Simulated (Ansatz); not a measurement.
Take InAs in the zinc blende structure (space group F-43m, No. 216; a = 6.108 Å) as the base. Axes: x, y, z lie along the cube axes.

Modification: the cell is compressed by 3.42 % along y with no lateral relaxation; the atoms relax in the strained cell.

The values are results of Ansatz (an electronic-structure program) r2SCAN, without spin-orbit coupling, earlier PAW set, not measurements.

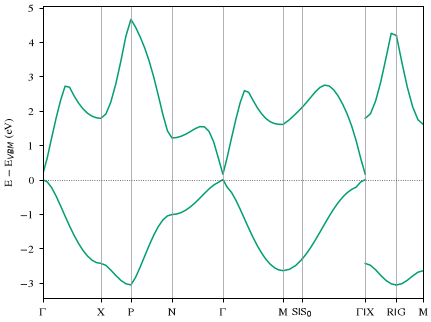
Fig. 1. Highest valence and lowest conduction band along the path of the changed cell's own zone

Q: From the figure, how large is the changed gap, and is it direct?

A: About 0.2 eV, direct at Γ.

No phonon test of stability was made. Labels are those of the standard path for the cell's own space group.
